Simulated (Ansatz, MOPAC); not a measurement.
Breaking a bond: HBr, singlet.

Computed with: UHF/cc-pVDZ (Ansatz, a quantum-chemistry and plane-wave program); FCI = full CI/cc-pVDZ, cores with 3d frozen (Ansatz); PM7, restricted, heats of formation (MOPAC); RKS-PBE = restricted PBE/cc-pVDZ in Ansatz.

Energies are in kcal/mol, each relative to the lowest point of its own curve near equilibrium.

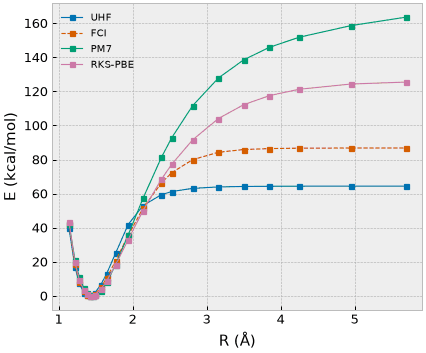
Fig. 1. Energy against bond length for each method.

```tsv
R / Å	UHF	FCI	PM7	RKS-PBE
1.14	40.0	42.0	42.3	43.5
1.22	17.2	18.7	21.3	20.0
1.28	7.3	8.4	11.0	9.4
1.34	1.9	2.6	4.5	3.2
1.38	0.3	0.7	1.9	1.0
1.42	0.0	0.0	0.4	0.0
1.46	0.7	0.3	0.0	0.0
1.49	1.8	1.1	0.2	0.5
1.57	6.5	4.9	2.9	3.7
1.65	13.1	10.5	7.9	8.7
1.77	25.0	20.5	18.2	18.1
1.94	41.8	35.5	35.7	32.9
2.14	53.0	51.3	57.2	49.9
2.39	59.4	66.3	81.3	68.5
2.53	61.2	72.3	92.8	77.2
2.81	63.1	79.9	111.5	91.5
3.16	63.9	84.3	127.9	104.1
3.50	64.2	85.8	138.4	112.1
3.85	64.3	86.4	145.9	117.5
4.25	64.3	86.6	151.7	121.2
4.95	64.4	86.7	158.6	124.3
5.69	64.4	86.7	163.5	125.4
```

At the longest distance, 5.69 Å, PM7 lies highest above its minimum (163.5 kcal/mol) and UHF lowest (64.4 kcal/mol).

The unrestricted determinant behind UHF is spin-contaminated at 1.94 to 5.69 Å (<S²> up to 1.0, against 0.00 for a pure singlet). The restricted form behind PM7, RKS-PBE keeps the bonding electrons paired and can't separate into open-shell fragments.
